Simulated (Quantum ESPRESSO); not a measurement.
## How volume moves the moments of CrO2: volume 0.88, ferro ++

Quantum ESPRESSO 7.5; PBEsol; plane waves with GBRV 1.5 PBEsol potentials, no spin-orbit coupling.

The structure is tetragonal, space group P4_2/mnm (No. 136). Conventional cell: a = 4.237 Å, b = 4.237 Å, c = 2.795 Å, α = 90.00°, β = 90.00°, γ = 90.00°. Nearest to Cr lie 6 O at 1.82 to 1.83 Å. Nearest to O lie 3 Cr at 1.82 to 1.83 Å. Farther neighbours and most contacts between anions are not listed.

Spin moment in the atom's sphere by atom:

```csv
atom,spin moment in the atom's sphere (μB)
Cr1,1.61
Cr2,1.61
O3,-0.02
O4,-0.02
O5,-0.02
O6,-0.02
```

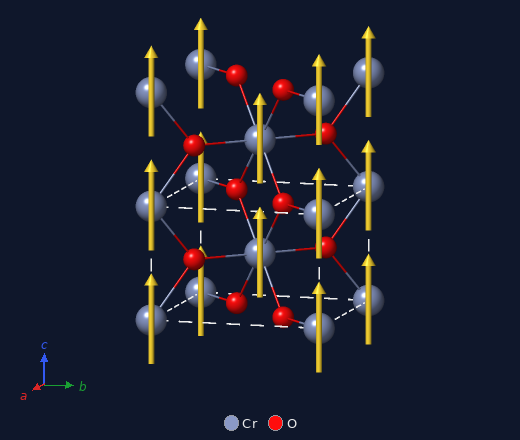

Spin moment in the atom's sphere as arrows, the longest 1.61 μB. Up and down stand for the sign. Arrows give size and sign along the axis of quantisation, drawn up and down the page. 1×1×2 cells are drawn. Some periodic images of atoms are drawn too.

This step gave:

```
smearing term TS       : 0.01258 eV
pressure               : 36.19 GPa
magnetization          : 4 μB
absolute magnetization : 4.265 μB
final state            : ferromagnetic
```

What was run to get this?

The system, level and task follow from the heading and the kind of results. Meshes, cutoffs and thresholds can't be read from the results; these are the ones that the run used.

All lengths scale alike; the factor is that of the volume. Atoms keep their fractional places. Seeded atoms are those given a starting moment.

Contents of pw.in:

```
&CONTROL
  calculation = 'scf'
  prefix = 'pwscf'
  outdir = './tmp'
  pseudo_dir = './pseudo'
  disk_io = 'nowf'
  tprnfor = .true.
  tstress = .true.
/
&SYSTEM
  ibrav = 0
  celldm(1) = 8
  nat = 6
  ntyp = 2
  ecutwfc = 40
  ecutrho = 280
  nbnd = 39
  occupations = 'smearing'
  smearing = 'fd'
  degauss = 0.00367493
  nspin = 2
  starting_magnetization(1) = 0.2143
  starting_magnetization(2) = 0
/
&ELECTRONS
  conv_thr = 1.2d-08
  electron_maxstep = 150
  mixing_beta = 0.3
/
ATOMIC_SPECIES
Cr     51.9961 cr_pbesol_v1.5.uspp.F.UPF
O      15.9990 o_pbesol_v1.2.uspp.F.UPF
CELL_PARAMETERS alat
   1.0007454379934    0.0000000000000    0.0000000000000
   0.0000000000000    1.0007454379934    0.0000000000000
   0.0000000000000    0.0000000000000    0.6602973179438
ATOMIC_POSITIONS crystal
Cr      0.0000000000    0.0000000000    0.0000000000
Cr      0.5000000000    0.5000000000    0.5000000000
O       0.3030000000    0.3030000000    0.0000000000
O       0.6970000000    0.6970000000    0.0000000000
O       0.8030000000    0.1970000000    0.5000000000
O       0.1970000000    0.8030000000    0.5000000000
K_POINTS automatic
10 10 10 0 0 0
```

Started as:

```
$ OMP_NUM_THREADS=1 mpirun -n 4 pw.x -nk 4 -in pw.in > pw.out
```

[Logs and program files are shortened in this print: banners, set-up blocks, solver, clock and traceback lines can be left out without a mark of their own.]

[Logs are printed without paths, hosts, clocks, repeated set-up lines and the standing remarks that a program may print on its own settings, such as how far it seeks lower states.]

[Hosts, paths, dates, database ids (printed as entryN), source tags and the programs' standing remarks are cut or masked in the printed files.]

[Where a cell is said to come from a database of computed structures, the database is the Materials Project.]
